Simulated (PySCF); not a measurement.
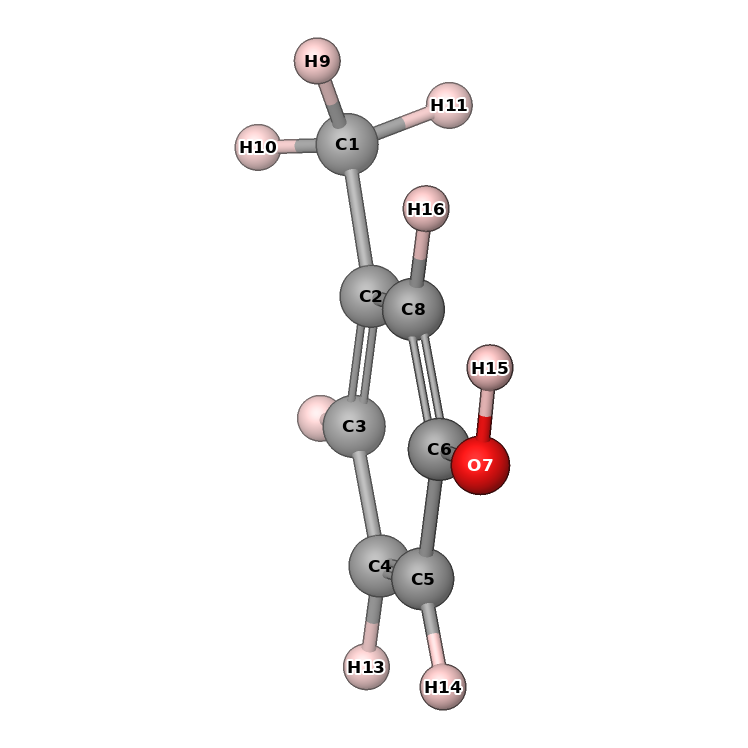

C6 lies behind O7. The molecule seen a little off the O7–C6 bond, O7 in front. Distant atoms are faded towards the background colour. The geometry was computed by an optimisation with PBE0-D3(BJ)/def2-TZVP. No frequency run is at hand to confirm it as a minimum.

What is the torsion angle H15–O7–C6–C5? The sign is positive where the front bond must turn clockwise to cover the back bond.

Answer. 179°, antiperiplanar (anti).
